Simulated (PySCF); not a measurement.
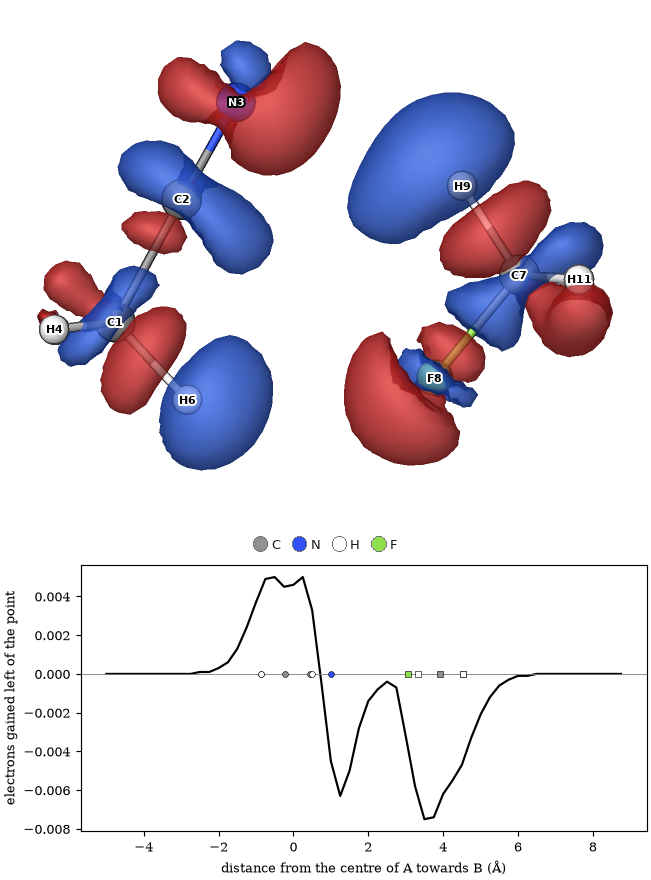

Figure 1: C3H6FN, SMILES `CC#N.CF`. Density of the complex less the densities of the two fragments at the same geometry, ±0.003 e/Å³ (red: gain, blue: loss). Fragment A: H3C2N (atoms 1–6); fragment B: H3CF. Below: the charge-displacement curve along the line of centres (A on the left).

Level of theory: CAM-B3LYP/def2-SVP (PySCF), at a geometry from GFN2-xTB.

Cartesian coordinates (Å):

```
C1      -1.8398   -0.9589   -0.0066
C2      -1.4307    0.4151    0.0014
N3      -1.0898    1.5067    0.0069
H4      -2.4369   -1.1688    0.8798
H5      -2.4293   -1.1600   -0.9001
H6      -0.9510   -1.5889   -0.0063
C7       2.1289    0.3704   -0.0112
F8       1.4937   -0.8425    0.0143
H9       1.3631    1.1460   -0.0314
H10      2.7474    0.4035   -0.9081
H11      2.7410    0.4449    0.8875
```

**How is the density rearranged on binding?**

Hirshfeld charges show almost no net transfer (under 0.005 e). By Hirshfeld charges, electrons gather most on N3 (−0.014 e) and leave H9 most (+0.015 e); 0.07 e is displaced in all, which induces a dipole of 0.04 D.

**What is the interaction energy, and which contacts carry it?**

The counterpoise-corrected interaction energy of the frozen fragments is −2.6 kcal/mol without dispersion correction and −3.5 kcal/mol with D3(BJ). The pair geometry is semi-empirical, not a minimum at this level. Contacts: N3···H9, weak C–H hydrogen bond, 2.48 Å, ρ = 0.010 a.u.; H6···F8, weak C–H hydrogen bond, 2.56 Å, ρ = 0.006 a.u.; C2···F8, 3.18 Å, ρ = 0.005 a.u., a bond path close to vanishing (ellipticity 1.6). The pose is a local one from a semi-empirical search, not shown to be the most stable.

Cost of the run: 50 s on 1 thread of Intel(R) Xeon(R) Processor @ 2.50GHz (Skylake/Cascade Lake) (shared host), peak memory 0.5 GiB.
